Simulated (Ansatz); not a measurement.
## Electronic structure of Cl$_{2}$FHOTi···HF in real space

Input file:

```
crystal:
  periodic: [false, false, false]
  atoms:
    - { symbol: Ti, position_ang: [-0.486731, -0.231809, -0.417159] }
    - { symbol: F, position_ang: [-0.110686, 0.907619, 2.357786] }
    - { symbol: F, position_ang: [1.096798, -0.716994, 0.103411] }
    - { symbol: Cl, position_ang: [-0.615577, 1.887779, -0.949941] }
    - { symbol: Cl, position_ang: [-0.963618, -1.346089, -2.239564] }
    - { symbol: O, position_ang: [-1.804692, -0.726142, 0.815363] }
    - { symbol: H, position_ang: [-2.734552, -0.833315, 0.537566] }
    - { symbol: H, position_ang: [-0.904043, 0.429252, 2.459738] }
basis:
  gaussian: { orbitals: def2-SVP }
hamiltonian:
  xc: pbe
  dispersion: d4
relax:
  f_tol: 0.03
  max_steps: 50
output:
  orbitals: {}
```

Command:

```sh
ansatz run input.yaml --threads 4 --pin off --max-ram 5120MiB --backend cpu --events-out ev --progress --plain --runs-dir out
```

The fields are those of the run's last geometry, not of the input's.

All numbers below come from Ansatz, RKS PBE-D4/def2-SVP.

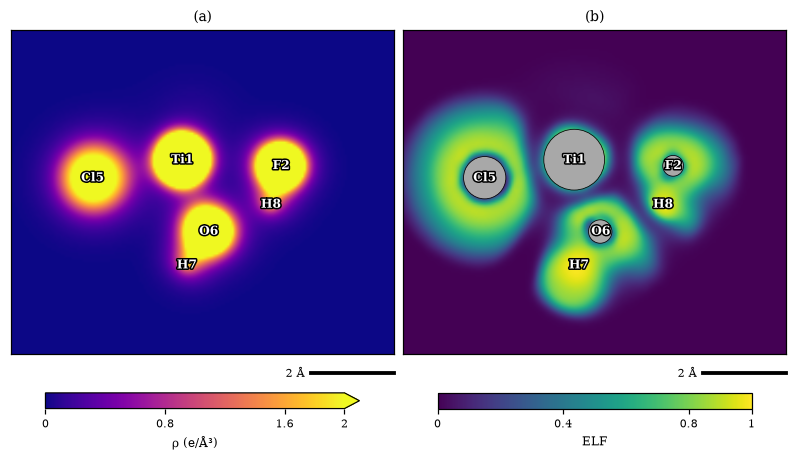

Figure 1. (a) electron density; (b) electron localisation function on the plane of atoms Cl5, Ti1 and O6. Grey discs cover the atomic cores in the ELF map.

> Interpret the plot.

- The section cuts through Ti, F, Cl, O and H sites.
- O6···H8 (1.64 Å): the density falls to about 0.36 e/Å³ on the way; the ELF dips to about 0.20 between them; a closed-shell contact with the geometry of a hydrogen bond.
- Ti–O (1.84 Å): ρ is about 0.93 e/Å³ halfway; the ELF peaks at about 0.85 in the valence shell of O, 0.6 Å from its nucleus, and drops to about 0.25 between the two atoms.
- Ti–Cl (2.20 Å): ρ is about 0.64 e/Å³ halfway; the ELF peaks at about 0.85 in the valence shell of Cl, 0.8 Å from its nucleus, and is about 0.40 at the midpoint.
- F–H (0.97 Å): the density is about 4.3 e/Å³ at the midpoint; the ELF climbs to about 0.95 towards the hydrogen, as it does in any bond to H; a covalent bond by its length.
- O–H (0.97 Å): ρ at the midpoint is about 3.6 e/Å³; the ELF climbs to about 1 towards the hydrogen (a covalent bond by its length).
- The ELF also peaks beside F2, away from the bonds: lone-pair regions.

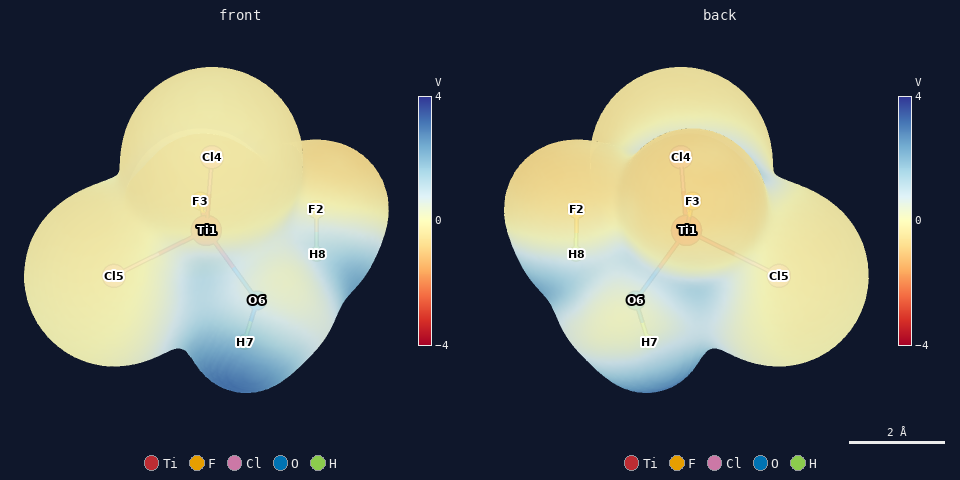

Figure 2. The molecular electrostatic potential painted on the density surface at 0.002 e/bohr³, seen from the front and from behind; red is negative and blue positive.

> Where is the surface potential most negative and most positive?

The most negative region (about −0.8 V, or −18 kcal/mol for a unit charge) lies over F2 and F3, the most positive (about +3.1 V, or +71 kcal/mol for a unit charge) over H7.

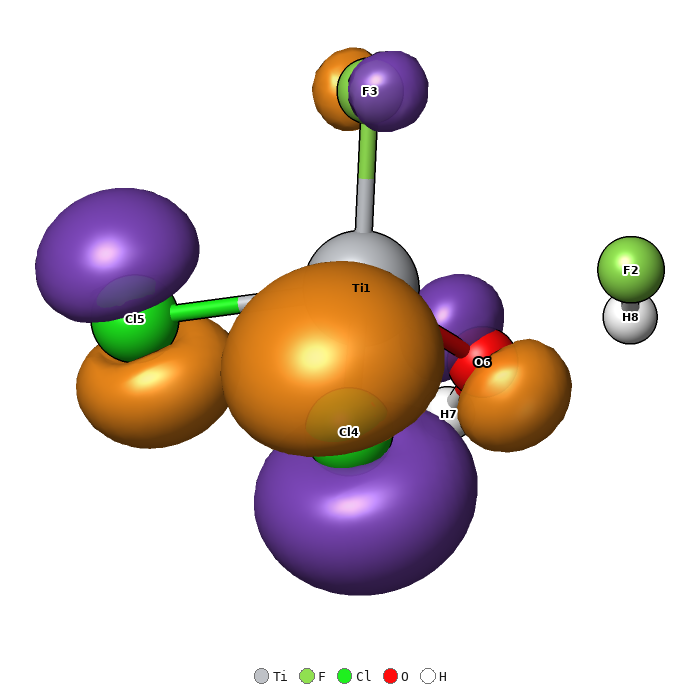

Figure 3. The HOMO−1 at ±0.15 Å⁻³ᐟ² (orange and purple are the two phases), seen from one side.

> Where does this orbital lie, and at what energy?

By Hirshfeld shares it lies mainly on Cl4 (about 60 %), Cl5 (about 20 %), O6 (about 10 %) and Ti1 (about 5 %). Its energy is −7.92 eV.
